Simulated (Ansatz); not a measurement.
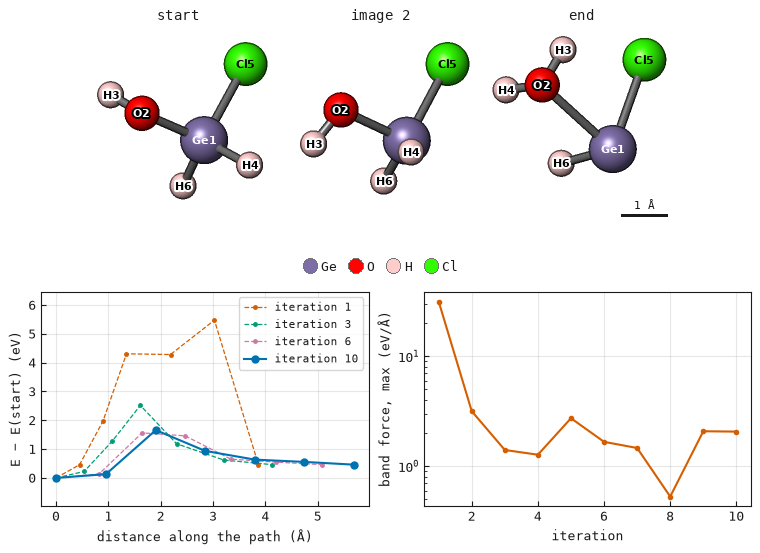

A search for the minimum-energy path of GeH$_{3}$OCl by the nudged elastic band. Images are numbered from 0 (start) to 6 (end). The plot follows the band through its iterations. Style: ball-and-stick. Shown at a tilt.

Computed with Ansatz 0.2.0, RKS BLYP-D4/def2-SVP.

Input file:
```yaml
crystal:
  periodic: [false, false, false]
  atoms:
    - { symbol: Ge, position_ang: [0.347079, -0.04937, 0.042115] }
    - { symbol: O, position_ang: [0.659871, -0.087773, 1.811148] }
    - { symbol: H, position_ang: [-0.169808, -0.133892, 2.326281] }
    - { symbol: H, position_ang: [1.748901, 0.080408, -0.590678] }
    - { symbol: Cl, position_ang: [-0.843805, 1.732613, -0.461731] }
    - { symbol: H, position_ang: [-0.484638, -1.276686, -0.423837] }
basis:
  gaussian: { orbitals: def2-SVP }
hamiltonian:
  xc: blyp
  dispersion: d4
neb:
  order_check: false
  images: 5
  f_tol: 0.05
  max_iterations: 10
  final_atoms:
    - { symbol: Ge, position_ang: [0.47780064, 0.48112093, -0.8833682] }
    - { symbol: O, position_ang: [1.09902643, -0.03431584, 1.26456726] }
    - { symbol: H, position_ang: [0.31885992, 0.46606859, 1.62037743] }
    - { symbol: H, position_ang: [0.84352146, -0.97308398, 1.39097267] }
    - { symbol: Cl, position_ang: [-1.35636932, 1.36624857, 0.23922419] }
    - { symbol: H, position_ang: [-0.12523914, -1.04073827, -0.92847536] }
  initial_path:
    images:
      - { positions_ang: [[0.347079, -0.04937, 0.042115], [0.659871, -0.087773, 1.811148], [-0.169808, -0.133892, 2.326281], [1.748901, 0.080408, -0.590678], [-0.843805, 1.732613, -0.461731], [-0.484638, -1.276686, -0.423837]] }
      - { positions_ang: [[0.23169722, -0.03238498, 0.0278813], [0.81142003, -0.05977829, 1.74890308], [-0.04503382, -0.18504688, 2.20375258], [1.73572905, 0.05416476, -0.26751852], [-0.91083194, 1.76008302, -0.55275635], [-0.56538055, -1.27173764, -0.45696409]] }
      - { positions_ang: [[0.11631544, -0.01539995, 0.0136476], [0.96296907, -0.03178357, 1.68665817], [0.07974035, -0.23620175, 2.08122416], [1.7225571, 0.02792153, 0.05564095], [-0.97785887, 1.78755304, -0.64378169], [-0.64612309, -1.26678929, -0.49009118]] }
      - { positions_ang: [[0.00093367, 0.00158507, -0.0005861], [1.1145181, -0.00378886, 1.62441325], [0.20451453, -0.28735663, 1.95869574], [1.70938515, 0.00167829, 0.37880043], [-1.04488581, 1.81502306, -0.73480704], [-0.72686564, -1.26184093, -0.52321828]] }
      - { positions_ang: [[0.15988933, 0.16143036, -0.2948468], [1.10935421, -0.01396452, 1.50446459], [0.24262966, -0.03621489, 1.84592297], [1.42076392, -0.32324246, 0.71619118], [-1.14871365, 1.66543156, -0.41012996], [-0.52632347, -1.18814005, -0.65830397]] }
      - { positions_ang: [[0.31884498, 0.32127564, -0.5891075], [1.10419032, -0.02414018, 1.38451593], [0.28074479, 0.21492685, 1.7331502], [1.13214269, -0.64816322, 1.05358193], [-1.25254148, 1.51584007, -0.08545289], [-0.32578131, -1.11443916, -0.79338966]] }
      - { positions_ang: [[0.47780064, 0.48112093, -0.8833682], [1.09902643, -0.03431584, 1.26456726], [0.31885992, 0.46606859, 1.62037743], [0.84352146, -0.97308398, 1.39097267], [-1.35636932, 1.36624857, 0.23922419], [-0.12523914, -1.04073827, -0.92847536]] }
```

Command:
```bash
ansatz run input.yaml --threads 1 --pin off --max-ram 2048MiB --backend cpu --events-out ev --progress --plain --runs-dir out
```

How did the profile develop, and is the result final?

Answer. The result isn't final. The band hadn't converged when the run stopped after 10 iterations. The largest component of the band force went from 32 to 2.1 eV/Å. The barrier read from it is provisional: over the last two iterations the highest image moved from 1.46 eV to 1.66 eV. The iteration limit was low. The first iteration put the highest image at 5.47 eV. The highest point, image 2, lies 1.66 eV above the start and 1.20 eV above the end; the end is at +0.46 eV relative to the start.
